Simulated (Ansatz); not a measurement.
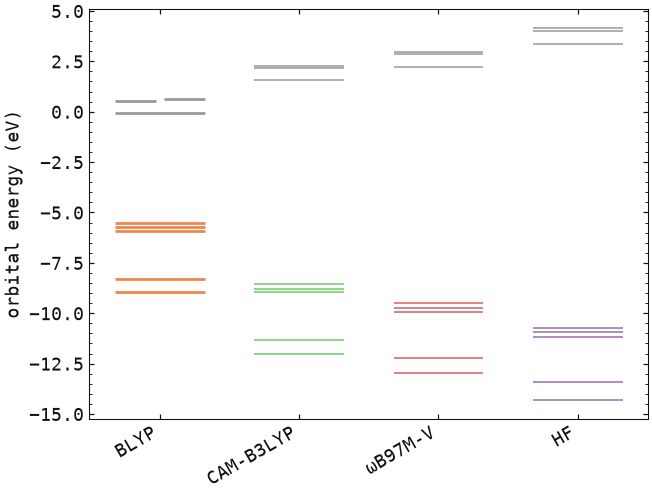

Frontier orbital energies of GeN₃H₇, SMILES [NH2][GeH]([NH2])[NH2], singlet at one geometry, def2-TZVPP, the Ansatz code, at a PBE0-D4/def2-TZVP geometry (a minimum by its frequencies). Empty levels are grey, levels within 0.1 eV stand side by side; all columns show the same few orbitals around the gap.

Compare the HOMO-LUMO separations.

The separation grows from 5.43 eV (BLYP) to 14.12 eV (HF).

| level | HOMO (eV) | LUMO (eV) | separation (eV) |
| --- | --- | --- | --- |
| BLYP | −5.51 | −0.08 | 5.43 |
| CAM-B3LYP | −8.55 | 1.56 | 10.11 |
| ωB97M-V | −9.50 | 2.22 | 11.72 |
| HF | −10.73 | 3.38 | 14.12 |

Limits of at least one run: empty levels above zero depend strongly on the basis; no scalar relativity up to krypton.
